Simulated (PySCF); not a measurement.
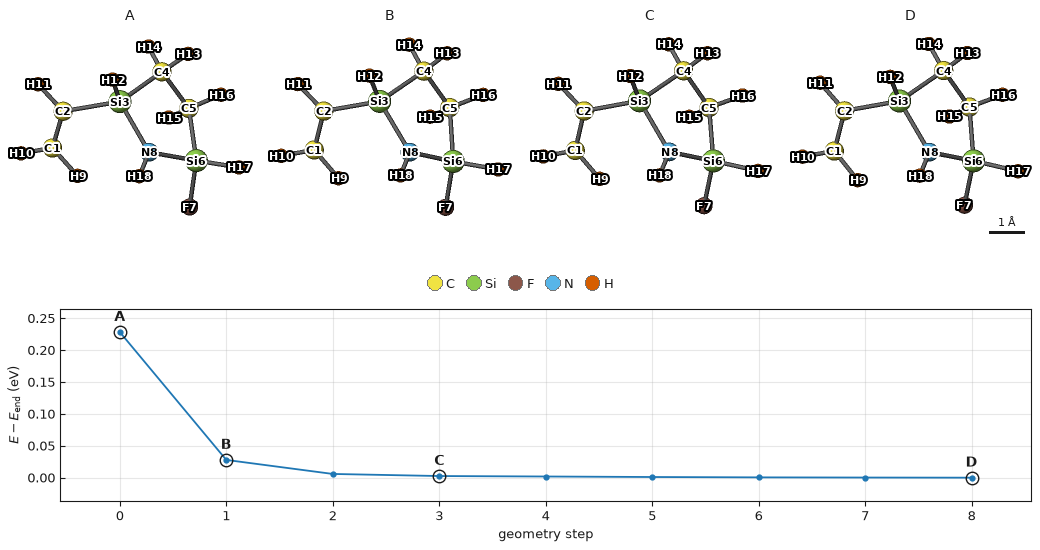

Frames of a relaxation of C₄H₁₀FNSi₂, marked on the history of the run. The picture is a ball-and-stick view, seen face on.

The start comes from GFN2-xTB. Its atoms were then displaced at random by about 0.01 Å.

The calculation used PBE0-D3(BJ)/def2-SVP geometry optimisation, gas phase in PySCF 2.14.0, density-fitted response routines. 

### Describe the path.

Over 8 geometry steps the energy falls by 0.228 eV. The atom that moves furthest after the best rigid fit is H9 (0.25 Å). Largest moves by element: H 0.25 Å, F 0.23 Å, C 0.14 Å, Si 0.10 Å, N 0.03 Å. Among the contacts that change: C1–H10 1.051 → 1.096 Å, Si6–H17 1.452 → 1.489 Å, C4–H14 1.072 → 1.102 Å, Si3–N8 1.725 → 1.753 Å. Among the angles between lasting bonds that change: C5–C4–H13 105.3° → 110.3°, Si6–C5–H15 109.4° → 105.1°, Si3–C4–H14 116.8° → 112.9°. Cost: 90 s on 1 thread of INTEL(R) XEON(R) PLATINUM 8581C CPU @ 2.30GHz (shared host). From step 0 to 1: F and H atoms move most (0.17 Å), energy −0.201 eV. From step 1 to 3: F7 moves most (0.07 Å), energy −0.025 eV. From step 3 to 8: H9 moves most (0.13 Å), energy −0.003 eV.
